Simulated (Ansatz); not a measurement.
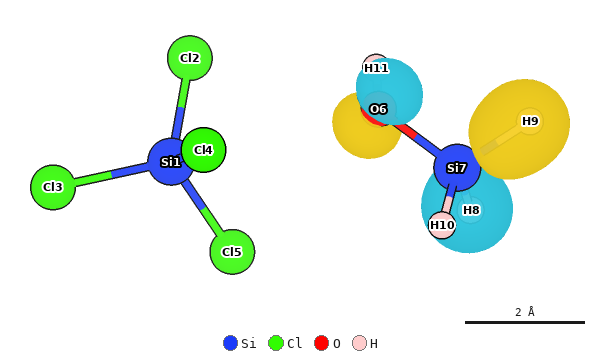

*Cl4Si···H4OSi. The HOMO at ±0.2 Å⁻³ᐟ² (yellow and cyan are the two phases), seen at a tilt.*

The calculation used RHF/def2-SVP in Ansatz.

```json
{"atom": "Si", "x (Å)": "0.8547", "y (Å)": "0.2305", "z (Å)": "-0.1389"}
{"atom": "Cl", "x (Å)": "0.7599", "y (Å)": "0.0739", "z (Å)": "1.8939"}
{"atom": "Cl", "x (Å)": "2.8084", "y (Å)": "0.4987", "z (Å)": "-0.6630"}
{"atom": "Cl", "x (Å)": "-0.2212", "y (Å)": "1.8266", "z (Å)": "-0.7844"}
{"atom": "Cl", "x (Å)": "0.1867", "y (Å)": "-1.4868", "z (Å)": "-1.0061"}
{"atom": "O", "x (Å)": "-2.5376", "y (Å)": "-0.2999", "z (Å)": "0.9485"}
{"atom": "Si", "x (Å)": "-3.7894", "y (Å)": "-1.0306", "z (Å)": "0.1497"}
{"atom": "H", "x (Å)": "-3.6105", "y (Å)": "-2.5023", "z (Å)": "0.1065"}
{"atom": "H", "x (Å)": "-5.0840", "y (Å)": "-0.7458", "z (Å)": "0.8152"}
{"atom": "H", "x (Å)": "-3.8004", "y (Å)": "-0.4839", "z (Å)": "-1.2192"}
{"atom": "H", "x (Å)": "-2.3536", "y (Å)": "-0.5132", "z (Å)": "1.8495"}
```

> Where does this orbital lie, and at what energy?

Its weight (Hirshfeld) is mainly on Si7 (about 30 %), O6 (about 25 %), H9 (about 20 %) and H8 (about 20 %). Its energy is −12.47 eV.
